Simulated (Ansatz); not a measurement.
# Σ5 (210) boundary in fcc Rh: structure and resistance, part 3 of 3

Wanted: what the Σ5 (210) boundary in fcc Rh costs an interconnect.

Ansatz 0.2.0; Ansatz plane-wave DFT, r2SCAN, PAW files; relaxation of a bicrystal slab with its lowest layers held; PAW set soft_1 (the session's first sound run).

So far. Step 3 (Transmission across the boundary): Over the solved energies the transmission per spin lies between 2.71 and 2.98, out of 4.88 channels of the lead on average (up to 5.03). Step 4 (Specific resistance): Averaged over the energies near the Fermi level, 58.2 % of the channels pass, which makes 0.308 fΩ m².

## (5) Single-crystal slab for reference

This step: Ansatz plane-wave DFT, r2SCAN, PAW files; relaxation of a single-crystal slab with its lowest layers held; PAW set soft_1 (Ansatz 0.2.0).

System of this step: Rh slab, plane (2, 1, 0). The cell holds 22 atoms: 22 Rh. Its edges and angles: a = 4.658 Å, b = 3.803 Å, c = 28.858 Å, α = 90.0°, β = 90.0°, γ = 65.9°. It derives from Rh. Vacuum lies along c.

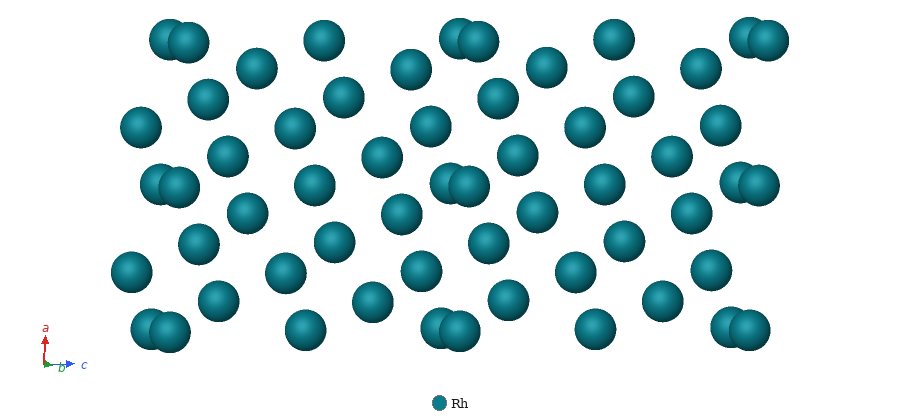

The cell of this step (rhodium blue). 2×1×1 cells are drawn. Some periodic images of atoms are drawn too.

Contents of input.yaml:

```yaml
crystal:
  lattice:
    - [4.6578272204, 0.0, 0.0]
    - [1.5526090735, 3.4717394307, 0.0]
    - [0.0, 0.0, 28.8583792625]
  atoms:
    - { symbol: Rh, position: [0.4, 0.2999999999, 0.1732599033] }
    - { symbol: Rh, position: [1.0, 0.9999999999, 0.2027279134] }
    - { symbol: Rh, position: [0.6, 0.6999999999, 0.2321959235] }
    - { symbol: Rh, position: [0.2, 0.3999999999, 0.2616639337] }
    - { symbol: Rh, position: [0.8, 0.1, 0.2911319438] }
    - { symbol: Rh, position: [0.4, 0.8, 0.3205999539] }
    - { symbol: Rh, position: [1.0, 0.5, 0.3500679641] }
    - { symbol: Rh, position: [0.6, 0.2, 0.3795359742] }
    - { symbol: Rh, position: [0.2, 0.9, 0.4090039843] }
    - { symbol: Rh, position: [0.8, 0.6, 0.4384719945] }
    - { symbol: Rh, position: [0.4, 0.3, 0.4679400046] }
    - { symbol: Rh, position: [1.0, 1.0, 0.4974080147] }
    - { symbol: Rh, position: [0.6, 0.7, 0.5268760249] }
    - { symbol: Rh, position: [0.2, 0.4, 0.556344035] }
    - { symbol: Rh, position: [0.8, 0.1, 0.5858120451] }
    - { symbol: Rh, position: [0.4, 0.8, 0.6152800553] }
    - { symbol: Rh, position: [1.0, 0.5, 0.6447480654] }
    - { symbol: Rh, position: [0.6, 0.2, 0.6742160755] }
    - { symbol: Rh, position: [0.2, 0.9, 0.7036840857] }
    - { symbol: Rh, position: [0.8, 0.6, 0.7331520958] }
    - { symbol: Rh, position: [0.4, 0.3, 0.7626201059] }
    - { symbol: Rh, position: [0.0, 0.0, 0.7920881161] }
kpoints:
  mp_grid: { grid: [7, 7, 1] }
hamiltonian:
  xc: r2scan
  pseudopotentials: { kind: paw, azcp: { folder: soft_1 } }
scf:
  occupations: { method: fermi_dirac, width: 0.1 }
relax:
  f_tol: 0.03
  max_steps: 80
  constraints: [{ sites: [0, 1, 2, 3] }]
```

Command:

```
$ ansatz run input.yaml --threads 4 --pin off --max-ram 15360MiB --backend cpu --events-out ev --progress --plain --runs-dir out
```

Numbers of over 12 decimals in the logs are rounded to 6 here.

Output:

```text
Warning: crystal.symmetry: narrowed to the stabiliser of the relax constraints — unitary ops 4 → 2; lowered at sites 0, 1, 2, 3, 18, 19, 20, 21 (the operations that carried what is held of a site onto what its image site leaves free; the constrained walk keeps no symmetry that its constraints do not admit)
[...]
Crystal: 22 atoms, lattice volume = 466.662 Å³
Basis set: ecut = 500 eV, 11837 PW (Γ), exchange–correlation on 144×120×864 points (64 copies of the dense FFT grid, shifted against one another)
Bands: 225, of which v1, the nominal top of the filled ones, is band 187 counted from 1 (186 counted from 0)
Symmetry: 2 space group operations
k-points: 16 of 49 (time reversal used)
[...]
SCF iter   1: F=—  HF=-141138.784738 eV  |F-HF|=—  |Δ(HF+E_count)|=         —  Δρ=7.57e-2  dr2=4.60e1  dr2_τ=6.48e-1  ethr=3.10e-3  ⟨swp⟩=6.1  Hψ=12477  notcnv=0  defer=66
[...]
SCF iter   9: F=-141131.602333 eV  HF=-141131.602339 eV  |F-HF|=6.30e-6  |Δ(HF+E_count)|=   7.47e-6  Δρ=3.13e-5  dr2=8.16e-6  dr2_τ=4.48e-7  ethr=6.02e-9  ⟨swp⟩=4.9  Hψ=12165  notcnv=0
SCF 1 converged in 9 iterations: F = -141131.602333 eV  dr2 = 8.16e-6
[...]
relax step   1: F+E_penalty+E_count = -141131.60233288 eV  Δ(F+E_penalty+E_count) = +0.000e0 eV  max|allowed force component| = 1.260e0 eV/Å  Δτ_max = 0.0000 Å  (9 SCF iters, dr2 threshold 2.25e-5 eV, accepted)
[...]
SCF iter   1: F=—  HF=-141130.935194 eV  |F-HF|=—  |Δ(HF+E_count)|=         —  Δρ=2.31e-2  dr2=2.65e1  dr2_τ=5.67e0  ethr=3.10e-3  ⟨swp⟩=3.9  Hψ=8332  notcnv=0  defer=148
[...]
SCF iter   8: F=-141131.694986 eV  HF=-141131.695003 eV  |F-HF|=1.76e-5  |Δ(HF+E_count)|=   5.20e-6  Δρ=2.20e-5  dr2=1.94e-5  dr2_τ=2.00e-7  ethr=2.65e-8  ⟨swp⟩=3.2  Hψ=12216  notcnv=0
SCF 2 converged in 8 iterations: F = -141131.694986 eV  dr2 = 1.94e-5
[...]
relax step   2: F+E_penalty+E_count = -141131.69498563 eV  Δ(F+E_penalty+E_count) = -9.265e-2 eV  max|allowed force component| = 7.251e-1 eV/Å  Δτ_max = 0.1948 Å  (8 SCF iters, dr2 threshold 9.93e-5 eV, accepted)
[...]
SCF iter   7: F=-141131.723123 eV  HF=-141131.723131 eV  |F-HF|=7.37e-6  |Δ(HF+E_count)|=   4.11e-6  Δρ=3.15e-5  dr2=9.10e-6  dr2_τ=4.17e-7  ethr=8.79e-9  ⟨swp⟩=3.4  Hψ=12636  notcnv=0
SCF 3 converged in 7 iterations: F = -141131.723123 eV  dr2 = 9.10e-6
relax step   3: F+E_penalty+E_count = -141131.72312338 eV  Δ(F+E_penalty+E_count) = -2.814e-2 eV  max|allowed force component| = 6.410e-2 eV/Å  Δτ_max = 0.0533 Å  (7 SCF iters, dr2 threshold 3.29e-5 eV, accepted)
[...]
relax step   4: F+E_penalty+E_count = -141131.72285674 eV  Δ(F+E_penalty+E_count) = +2.666e-4 eV  max|allowed force component| = 1.029e-1 eV/Å  Δτ_max = 0.0176 Å  (7 SCF iters, rejected (line search))
SCF iter   1: F=—  HF=-141131.705505 eV  |F-HF|=—  |Δ(HF+E_count)|=         —  Δρ=5.54e-4  dr2=1.04e-3  dr2_τ=3.27e-2  ethr=8.38e-6  ⟨swp⟩=2.4  Hψ=7480  notcnv=0  defer=147
[...]
SCF iter   7: F=-141131.723955 eV  HF=-141131.723955 eV  |F-HF|=1.95e-8  |Δ(HF+E_count)|=   4.85e-8  Δρ=2.03e-6  dr2=2.71e-8  dr2_τ=2.97e-9  ethr=2.67e-11  ⟨swp⟩=5.1  Hψ=12925  notcnv=0
SCF 5 converged in 7 iterations: F = -141131.723955 eV  dr2 = 2.71e-8
relax step   5: F+E_penalty+E_count = -141131.72395469 eV  Δ(F+E_penalty+E_count) = -8.313e-4 eV  max|allowed force component| = 1.435e-2 eV/Å  Δτ_max = 0.0088 Å  (7 SCF iters, accepted)
[...]
SCF iter   2: F=-141131.723955 eV  HF=-141131.723955 eV  |F-HF|=2.30e-8  |Δ(HF+E_count)|=   1.08e-8  Δρ=1.47e-6  dr2=1.80e-8  dr2_τ=1.11e-9  ethr=7.25e-12  ⟨swp⟩=4.2  Hψ=10200  notcnv=0
SCF 6 converged in 2 iterations: F = -141131.723955 eV  dr2 = 1.80e-8
SCF converged after 2 iterations
Free energy (F): -141131.723955 eV
[...]
Internal energy: -141130.678749 eV  (E = F + TS)
E sigma→0 (E₀):  -141131.201352 eV
Entropy (-TS):   -1.045206 eV (-47.509 meV/atom)
Fermi energy:    12.796551 eV
[...]
--- Forces (eV/Å), atoms counted from 1 ---
  atom   1  Rh    -0.04931728     0.02205536     1.23429128
  atom   2  Rh     0.05539142    -0.02477180     0.07294709
  atom   3  Rh     0.05889787    -0.02633993    -0.80394095
  atom   4  Rh    -0.06632019     0.02965929    -0.50319149
  atom   5  Rh    -0.00020101     0.00008990    -0.00157678
  atom   6  Rh    -0.00072789     0.00032552    -0.00084378
  atom   7  Rh     0.00201364    -0.00090053    -0.00122991
  atom   8  Rh    -0.00033423     0.00014947    -0.00052831
  atom   9  Rh    -0.00062225     0.00027828     0.00088204
  atom  10  Rh     0.00094963    -0.00042469     0.00024890
  atom  11  Rh     0.00210871    -0.00094304    -0.00011368
  atom  12  Rh    -0.00149994     0.00067079     0.00100890
  atom  13  Rh     0.00089096    -0.00039845     0.00115356
  atom  14  Rh    -0.00318868     0.00142602    -0.00052070
  atom  15  Rh     0.00059404    -0.00026566     0.00360974
  atom  16  Rh     0.00044198    -0.00019766     0.00197860
  atom  17  Rh     0.00091205    -0.00040788     0.00618666
  atom  18  Rh    -0.00381707     0.00170705    -0.01435080
  atom  19  Rh     0.00954103    -0.00426688    -0.01227530
  atom  20  Rh    -0.00720270     0.00322114     0.00854111
  atom  21  Rh     0.00558172    -0.00249622    -0.00472069
  atom  22  Rh    -0.00410665     0.00183655     0.01238282
  max |Σ_I F_I| component: 6.17e-5 eV/Å
--- Relaxed structure (5 steps of the walk, 4 accepted, 0 SCFs on fresh bases) ---
  F+E_penalty+E_count = -141131.72395469 eV   max|allowed force component| = 1.435e-2 eV/Å
  atoms:
    - { symbol: Rh, position: [0.400000, 0.300000, 0.173260] }
    - { symbol: Rh, position: [1.0, 1.000000, 0.202728] }
    - { symbol: Rh, position: [0.600000, 0.700000, 0.232196] }
    - { symbol: Rh, position: [0.200000, 0.400000, 0.261664] }
    - { symbol: Rh, position: [0.796609, 0.101696, 0.290402] }
    - { symbol: Rh, position: [0.398161, 0.800919, 0.320033] }
    - { symbol: Rh, position: [1.000941, 0.499529, 0.349317] }
    - { symbol: Rh, position: [0.602836, 0.198582, 0.378640] }
    - { symbol: Rh, position: [0.203300, 0.898350, 0.408076] }
    - { symbol: Rh, position: [0.801893, 0.599053, 0.437839] }
    - { symbol: Rh, position: [0.400900, 0.299550, 0.467188] }
    - { symbol: Rh, position: [1.001558, 0.999221, 0.496530] }
    - { symbol: Rh, position: [0.600940, 0.699530, 0.525727] }
    - { symbol: Rh, position: [0.199049, 0.400476, 0.555740] }
    - { symbol: Rh, position: [0.799217, 0.100392, 0.585050] }
    - { symbol: Rh, position: [0.400843, 0.799578, 0.614303] }
    - { symbol: Rh, position: [1.002791, 0.498605, 0.643955] }
    - { symbol: Rh, position: [0.605769, 0.197115, 0.672807] }
    - { symbol: Rh, position: [0.203233, 0.898383, 0.702221] }
    - { symbol: Rh, position: [0.795525, 0.602237, 0.733401] }
    - { symbol: Rh, position: [0.400069, 0.299965, 0.759857] }
    - { symbol: Rh, position: [0.00152769, -0.000763847, 0.786063] }
```

The job ended after 4.4 min (4 threads of Intel Xeon Platinum 8488C (Sapphire Rapids), shared host; peak memory 4 GiB).

The steps of the relaxation:

| step | energy less that of the first step (eV) | largest force component (eV/Å) |
| --- | --- | --- |
| 1 | 0.0000 | 1.2604 |
| 2 | -0.0927 | 0.7251 |
| 3 | -0.1208 | 0.0641 |
| 4 | -0.1205 | 0.1029 |
| 5 | -0.1216 | 0.0143 |

Relaxation step 4 was tried and not accepted.

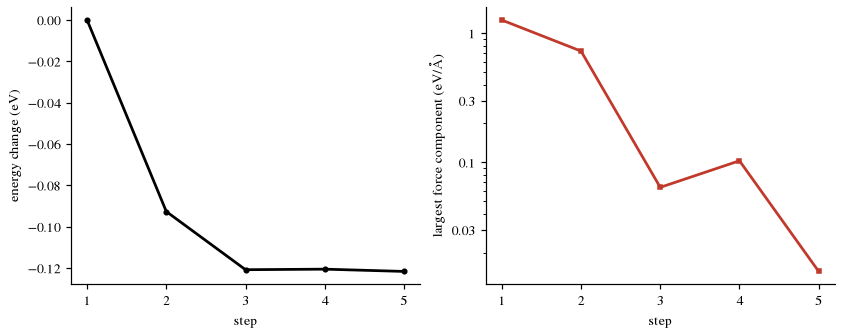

Energy and largest force along the relaxation.

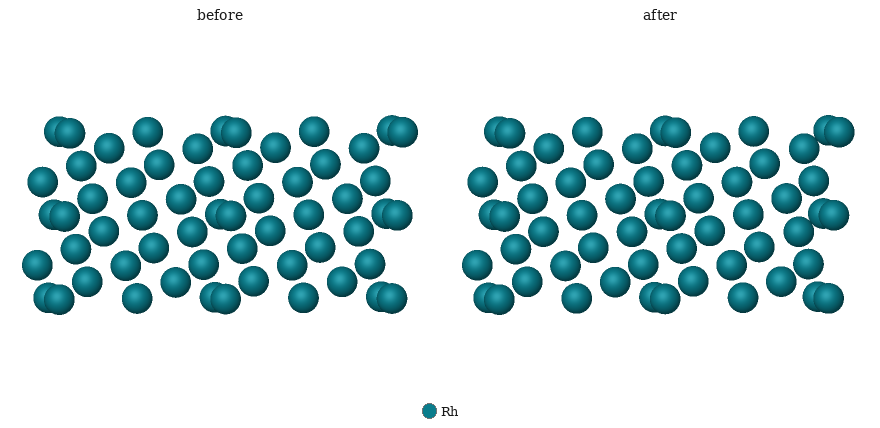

The structure before and after the relaxation, drawn at the same scale.

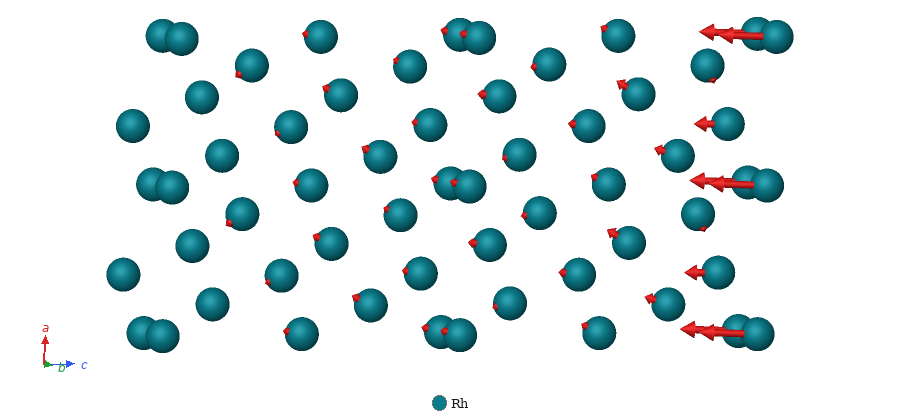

Displacements in the relaxation, exaggerated; the longest in the cell stands for 0.17 Å. 2×1×1 cells are drawn. Some periodic images of atoms are drawn too.

The atoms that moved most (Å):

| atom | dx | dy | dz | length |
| --- | --- | --- | --- | --- |
| Rh22 | 0.006 | -0.003 | -0.174 | 0.174 |
| Rh21 | 0.000 | 0.000 | -0.080 | 0.080 |
| Rh18 | 0.022 | -0.010 | -0.041 | 0.047 |
| Rh19 | 0.013 | -0.006 | -0.042 | 0.044 |
| Rh13 | 0.004 | -0.002 | -0.033 | 0.033 |
| Rh9 | 0.013 | -0.006 | -0.027 | 0.030 |
| Rh8 | 0.011 | -0.005 | -0.026 | 0.029 |
| Rh16 | 0.003 | -0.001 | -0.028 | 0.028 |

The relaxed structure:

```cif
data_structure
_symmetry_space_group_name_H-M 'P 1'
_symmetry_Int_Tables_number 1
_cell_length_a 4.6578
_cell_length_b 3.8031
_cell_length_c 28.8584
_cell_angle_alpha 90.000
_cell_angle_beta 90.000
_cell_angle_gamma 65.905
_cell_volume 466.66
loop_
_atom_site_label
_atom_site_type_symbol
_atom_site_fract_x
_atom_site_fract_y
_atom_site_fract_z
_atom_site_occupancy
Rh1 Rh 0.40000 0.30000 0.17326 1
Rh2 Rh 0.00000 0.00000 0.20273 1
Rh3 Rh 0.60000 0.70000 0.23220 1
Rh4 Rh 0.20000 0.40000 0.26166 1
Rh5 Rh 0.79661 0.10170 0.29040 1
Rh6 Rh 0.39816 0.80092 0.32003 1
Rh7 Rh 0.00094 0.49953 0.34932 1
Rh8 Rh 0.60284 0.19858 0.37864 1
Rh9 Rh 0.20330 0.89835 0.40808 1
Rh10 Rh 0.80189 0.59905 0.43784 1
Rh11 Rh 0.40090 0.29955 0.46719 1
Rh12 Rh 0.00156 0.99922 0.49653 1
Rh13 Rh 0.60094 0.69953 0.52573 1
Rh14 Rh 0.19905 0.40048 0.55574 1
Rh15 Rh 0.79922 0.10039 0.58505 1
Rh16 Rh 0.40084 0.79958 0.61430 1
Rh17 Rh 0.00279 0.49860 0.64395 1
Rh18 Rh 0.60577 0.19712 0.67281 1
Rh19 Rh 0.20323 0.89838 0.70222 1
Rh20 Rh 0.79553 0.60224 0.73340 1
Rh21 Rh 0.40007 0.29997 0.75986 1
Rh22 Rh 0.00153 0.99924 0.78606 1
```

This step gave:

| Item | Value |
| --- | --- |
| free energy | -141131.7240 eV |
| energy at zero smearing | -141131.2014 eV |
| Fermi energy | 12.80 eV |

The largest force component on a free atom ends at 0.014 eV/Å, under the tolerance of 0.03, after 5 steps.

## (6) Bulk reference

This step: Ansatz plane-wave DFT, r2SCAN, PAW files; bulk reference; PAW set soft_1 (Ansatz 0.2.0).

System of this step: Rh. The structure is cubic, space group Fm-3m (No. 225). The conventional cell has a = 3.803 Å, b = 3.803 Å, c = 3.803 Å, α = 90.00°, β = 90.00°, γ = 90.00°. Nearest to Rh lie 12 Rh at 2.69 Å.

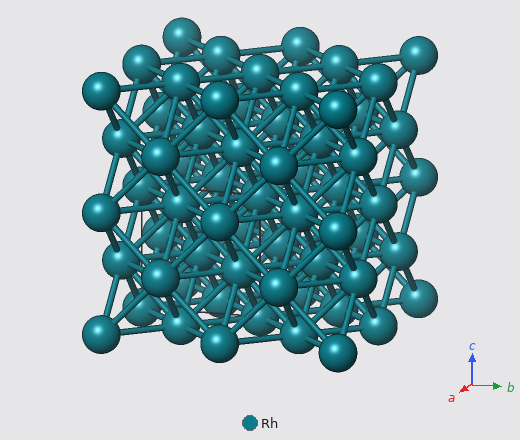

The cell of this step (rhodium blue). 2×2×2 conventional cells are drawn. Some periodic images of atoms are drawn too.

input.yaml, the sections that differ from step 5:

```yaml
crystal:
  lattice:
    - [0.0, 1.90155, 1.90155]
    - [1.90155, 0.0, 1.90155]
    - [1.90155, 1.90155, 0.0]
  atoms:
    - { symbol: Rh, position: [0.0, 0.0, 0.0] }
kpoints:
  mp_grid: { grid: [20, 20, 20] }
# hamiltonian, scf: as in step 5
# relax: removed
```

Output:

```text
[...]
Crystal: 1 atoms, lattice volume = 13.752 Å³
Basis set: ecut = 500 eV, 339 PW (Γ), exchange–correlation on 80×80×80 points (64 copies of the dense FFT grid, shifted against one another)
Bands: 13, of which v1, the nominal top of the filled ones, is band 9 counted from 1 (8 counted from 0)
Symmetry: 48 space group operations
[...]
k-points: 256 of 8000
[...]
SCF iter   1: F=—  HF=-6415.661776 eV  |F-HF|=—  |Δ(HF+E_count)|=         —  Δρ=9.94e-2  dr2=1.26e0  dr2_τ=2.77e-2  ethr=3.10e-3  ⟨swp⟩=5.2  Hψ=18211  notcnv=0
[...]
SCF iter   7: F=-6415.338620 eV  HF=-6415.338620 eV  |F-HF|=5.01e-9  |Δ(HF+E_count)|=   6.99e-8  Δρ=8.62e-6  dr2=8.82e-9  dr2_τ=2.83e-10  ethr=5.88e-10  ⟨swp⟩=1.0  Hψ=8939  notcnv=0
SCF 1 converged in 7 iterations: F = -6415.338620 eV  dr2 = 8.82e-9
[...]
SCF converged after 7 iterations
Free energy (F): -6415.338620 eV
[...]
Internal energy: -6415.297312 eV  (E = F + TS)
E sigma→0 (E₀):  -6415.317966 eV
Entropy (-TS):   -0.041308 eV (-41.308 meV/atom)
Fermi energy:    22.216661 eV
[...]
```

Wall time 1.1 s (4 threads); peak memory 0.4 GiB; 3.4 s of CPU time.

Numbers from this step:

```
free energy             : -6415.3386 eV
energy at zero smearing : -6415.3180 eV
Fermi energy            : 22.22 eV
```

## (7) Boundary energy

This step: Ansatz plane-wave DFT, r2SCAN, PAW files; bicrystal less single-crystal slab less bulk atoms, a boundary area; PAW set soft_1 (Ansatz 0.2.0).

Numbers from this step:

```yaml
excess_energy_of_the_cell: 1.544 eV
boundary_energy: 1.530 J/m²
```

The boundary costs 1.5 J/m².

By hand: 1.54 eV / 16.17 Å² × 16.02 = 1.53 J/m².

## (8) Outcome

```yaml
specific_resistance_of_the_boundary: 0.308 fΩ m²
share_of_channels_that_pass: 0.582
boundary_energy: 1.53 J/m²
```

**Reading.** The boundary has a specific resistance of 0.31 fΩ m² and an energy of 1.5 J/m². The boundary reflects 42 % of the channels; 0.31 fΩ m² is 3.1×10⁻¹² Ω·cm². In the relaxation the upper grain slid sideways by about 0.7 Å, so the result belongs to the position that it found, not to the starting one. One starting structure was relaxed; another shift or atom count at the boundary may lie lower.

[Logs are printed without paths, hosts, clocks, repeated set-up lines and the standing remarks that a program may print on its own settings, such as how far it seeks lower states.]

[Hosts, paths, dates, database ids (printed as entryN), source tags and the programs' standing remarks are cut or masked in the printed files.]
